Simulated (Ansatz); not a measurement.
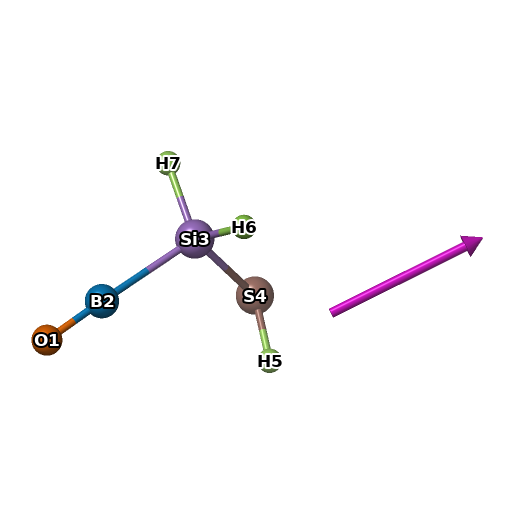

The arrow beside the molecule shows the direction of the dipole moment, from the negative to the positive end (its length means nothing). Computed geometry: PBE0-D4/def2-TZVP optimisation. No frequency run is at hand to confirm it as a minimum. Method: RKS PBE0-D4/def2-TZVP (Ansatz 0.2.0).

Q: Estimate the dipole moment.

A: 2.85 D; it points from the side of O1 to the side of H6 (the outermost atoms at the two ends).
